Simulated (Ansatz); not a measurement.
# H2F (doublet): from Hartree-Fock to the top rungs at distance H1–H2 along a hydrogen transfer = 0.782 Å, cc-pVTZ

How much of the correlation energy of H2F (doublet) does each wave-function method recover here?

The runs use Ansatz 0.2.0, Gaussian basis; cc-pVTZ, core rule «outside noble gas», up to 1 orbitals frozen.

To be run: UHF; CCSD(T) on ROHF; CCSD(T) on UHF; BCCD(T) on ROHF; CISD; CCSDT(Q) on ROHF; CCSDT(Q) on UHF; CASSCF and NEVPT2, 3 electrons in 3 orbitals; CASSCF and MRCISD+Q, 9 electrons in 6 orbitals; CASSCF and NEVPT2, 9 electrons in 6 orbitals.

6 further runs of the same task are left out: 6 that didn't finish.

## (1) The geometry

The geometry derives from fragments relaxed apart (PBE0/def2-TZVP) and kept rigid, so it is no stationary point. A hydrogen atom is moved between rigid fragments.

3 atoms, charge 0, spin multiplicity 2.

Atoms are counted from 1 here; the program's logs count them from 0.

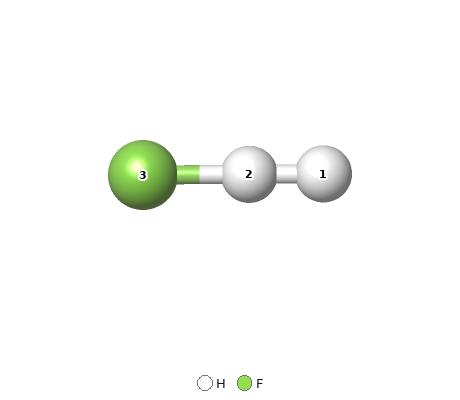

The structure; hydrogen white, fluorine green; atoms are numbered from 1 in the order of the file.

## (2) UHF

in.yaml reads:

```yaml
crystal:
  periodic: [false, false, false]
  atoms:
    - {symbol: H, position_ang: [0.000000, 0.000000, -0.894333]}
    - {symbol: H, position_ang: [0.000000, 0.000000, -0.112333]}
    - {symbol: F, position_ang: [0.000000, 0.000000, 1.006667]}
basis:
  gaussian: {orbitals: cc-pVTZ}
magnetization: {spin_polarized: true, initial_magnetization: 1}
hamiltonian: {xc: hf}
output: {orbitals: {seedname: orbitals}}
```

On the command line:

```console
$ ansatz run in.yaml --threads 1 --pin off --events-out ev --progress --plain --max-ram 2393MiB
```

After this run come: CCSD(T) on ROHF; CCSD(T) on UHF; BCCD(T) on ROHF; CISD; CCSDT(Q) on ROHF; CCSDT(Q) on UHF; CASSCF and NEVPT2, 3 electrons in 3 orbitals; CASSCF and MRCISD+Q, 9 electrons in 6 orbitals; CASSCF and NEVPT2, 9 electrons in 6 orbitals.

Q: Predict the results of all the runs planned. Wanted: UCCSDT(Q) below the RHF energy; RMP2 from UCCSDT(Q); UMP2 from UCCSDT(Q); RCCSD from UCCSDT(Q); RCCSD(T) from UCCSDT(Q); UCCSD(T) from UCCSDT(Q); RCCSDT(Q) from UCCSDT(Q); NEVPT2 pair from UCCSDT(Q); NEVPT2 valence from UCCSDT(Q).

**Answer**, as computed:

| quantity | value |
| --- | --- |
| UCCSDT(Q) below the RHF energy | -8.3932 eV |
| RMP2 from UCCSDT(Q) | +33.5 kJ/mol |
| UMP2 from UCCSDT(Q) | +54.8 kJ/mol |
| RCCSD from UCCSDT(Q) | +21.2 kJ/mol |
| RCCSD(T) from UCCSDT(Q) | +1.5 kJ/mol |
| UCCSD(T) from UCCSDT(Q) | +1.7 kJ/mol |
| RCCSDT(Q) from UCCSDT(Q) | +0.1 kJ/mol |
| NEVPT2 pair from UCCSDT(Q) | +38.8 kJ/mol |
| NEVPT2 valence from UCCSDT(Q) | +93.6 kJ/mol |
| MRCISD+Q valence from UCCSDT(Q) | +11.1 kJ/mol |
| levels within 1 kcal/mol (43 meV) | RCCSD(T), UCCSD(T), BCCD(T), RCCSDT, UCCSDT, RCCSDT(Q) |
| T1 diagnostic | 0.021 |
| effectively unpaired electrons | 1.01 |

RCCSD(T) lands +1.5 kJ/mol from the yardstick (0.2 % of the correlation energy). One determinant dominates. Of the multireference levels listed MRCISD+Q valence comes nearest in total energy (+11.1 kJ/mol), which doesn't show that its space is the better one. These misses are within one basis, not against nature; the frozen cores of restricted and unrestricted runs differ, which can shift their rows.
